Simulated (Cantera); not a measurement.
Input: 1 mol BCl₃, 0.11 mol O₂, a varied amount of N₂, at 1125 K and 69.0 Torr.

These are equilibrium values from Cantera (NASA tables, ideal gas, pure condensed phases), not measurements of a reactor. Candidate condensed phases: B, BN, B₂O₃; 25 gas species. The tables' values for BOCl are old estimates; treat these amounts as uncertain. Rates play no part.

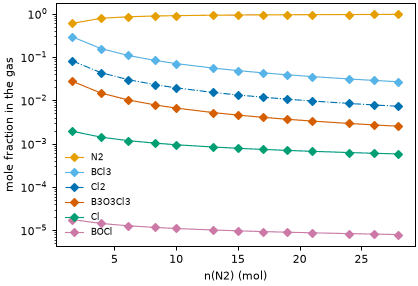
*Equilibrium gas composition (values under 1e-9 drawn at 1e-9)*

Question: Read off the mole fractions at 26 mol N₂.

Answer: N₂ about 0.96, BCl₃ about 0.029, Cl₂ about 0.0078, B₃O₃Cl₃ about 0.0027, Cl about 0.00060, BOCl about 8.1e-6.
